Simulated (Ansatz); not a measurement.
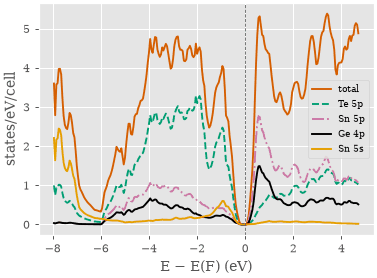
Total and projected density of states of Sn₂GeTe₃ in space group P-3m1 (No. 164; Sn on 2d, Ge on 1b, Te on 2d, Te on 1a), the program Ansatz at the LDA level (PAW)

Q: Which orbitals carry the states next to the Fermi level?

A: Within 0.5 eV of the Fermi level: Sn 5p 46 %, Ge 4p 24 %, Te 5p 14 %, Te 5s 8 %. Projections are on Löwdin-orthogonalised atomic valence shells; empty p or d shells of many metals are not among them.

Q: Where is the tallest occupied peak in this window, and what makes it?

A: Near -2.8 eV, about 4.8 states/eV per cell; the largest projected share is Te 5p.

The workflow started from a Materials Project entry (that database holds measured and hypothetical structures alike); the Crystallography Open Database copy checked does not list it. With Sn and Ge taken as one species the cell has the higher symmetry Fm-3m, so it may be an ordered model of a mixed-site phase. Whether it is the stable phase at ambient conditions was not checked. The cell was relaxed with LDA under the symmetry of its start; of distortions, only those at the zone centre were tested, and some modes there are weakly imaginary. Scalar-relativistic: spin–orbit coupling is off unless named, which matters more the heavier the elements.

Potentials: the later of the program's two PAW sets.
